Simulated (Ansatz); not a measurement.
# C2H7BSi (SMILES BC=C[SiH3]): what the fields show

Input file:

```
crystal:
  periodic: [false, false, false]
  atoms:
    - { symbol: B, position_ang: [-0.23424, 2.29718, -0.28584] }
    - { symbol: C, position_ang: [-0.08815, 0.87955, 0.29949] }
    - { symbol: C, position_ang: [0.01682, -0.23681, -0.44172] }
    - { symbol: Si, position_ang: [0.2015, -1.97677, 0.26288] }
    - { symbol: H, position_ang: [-0.30782, 3.22681, 0.42113] }
    - { symbol: H, position_ang: [-0.26739, 2.44386, -1.44664] }
    - { symbol: H, position_ang: [-0.06213, 0.74636, 1.37794] }
    - { symbol: H, position_ang: [-0.00477, -0.12327, -1.52035] }
    - { symbol: H, position_ang: [0.28363, -2.93139, -0.8432] }
    - { symbol: H, position_ang: [1.42107, -2.04276, 1.07228] }
    - { symbol: H, position_ang: [-0.95851, -2.28274, 1.10402] }
basis:
  gaussian: { orbitals: "6-31G*" }
hamiltonian:
  xc: pbe0
relax:
  f_tol: 0.015
  max_steps: 40
output:
  orbitals: {}
```

Launched as:

```sh
ansatz run input.yaml --threads 1 --pin off --max-ram 2048MiB --backend cpu --events-out ev --progress --plain --runs-dir out
```

The fields are those of the relaxed geometry.

Level of theory: RKS PBE0/6-31G* in Ansatz.

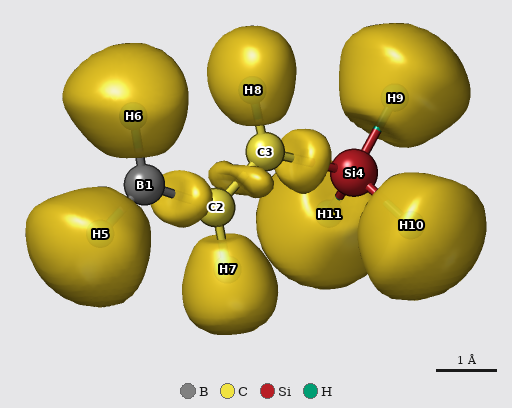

Figure 1. Isosurface of the electron localisation function at 0.85 (yellow), seen at a tilt. Only the valence region is drawn (cores and ρ < 0.01 e/Å³ removed).

> Identify the bonds, lone pairs and shells in this picture.

The surface consists of one region between bonded B–C atoms (shared pairs), one region between bonded C–C atoms (shared pairs), one region between bonded C–Si atoms (shared pairs) and seven regions around hydrogen nuclei.


C–C (1.35 Å): the ELF peaks at about 0.95 between the atoms, as expected for localised, covalent bonding. C–B (1.54 Å): the ELF peaks at about 1 between the atoms, as expected for a shared electron pair.

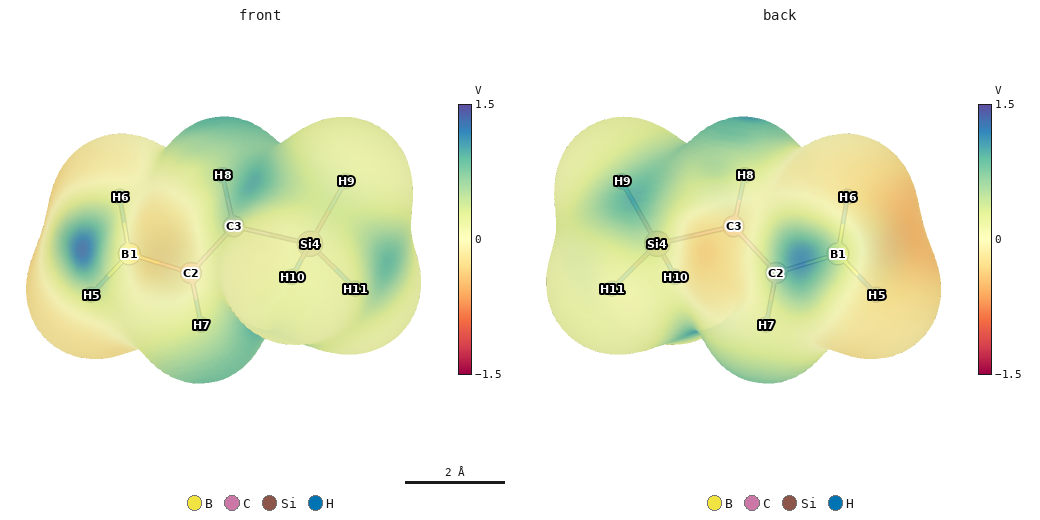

Figure 2. The electrostatic potential painted on the density surface at 0.002 e/bohr³, seen from the front and from behind; the colour scale runs from red (negative) to blue (positive).

> Describe the electrostatic potential map.

The most negative region (about −0.5 V) lies over H6, the most positive (about +1.1 V) over B1.

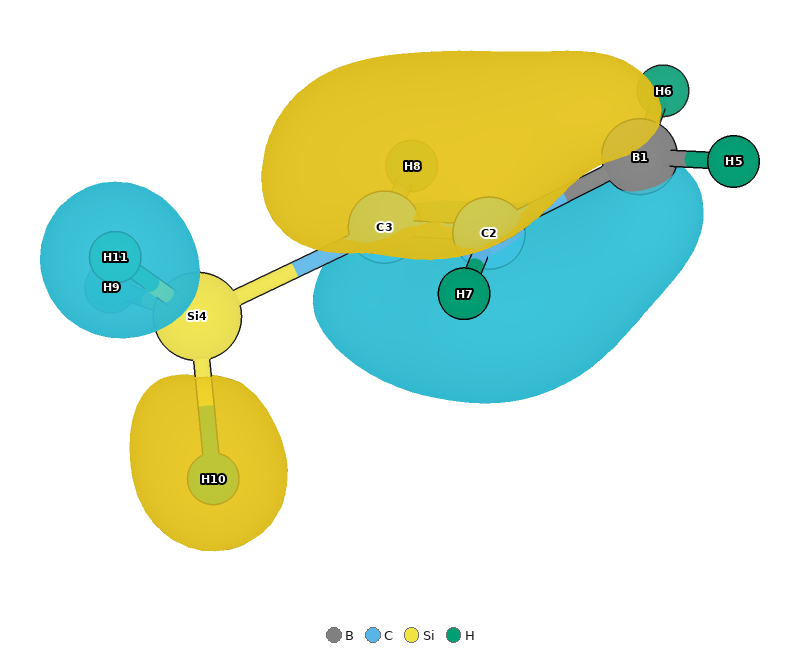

Figure 3. The HOMO at ±0.1 Å⁻³ᐟ² (yellow and cyan are the two phases), seen at an oblique angle.

> Describe this orbital and give its energy.

Its weight (Hirshfeld) is mainly on C2 (about 35 %), C3 (about 30 %) and B1 (about 10 %); π-bonding across C2–C3. Its energy is −8.21 eV.
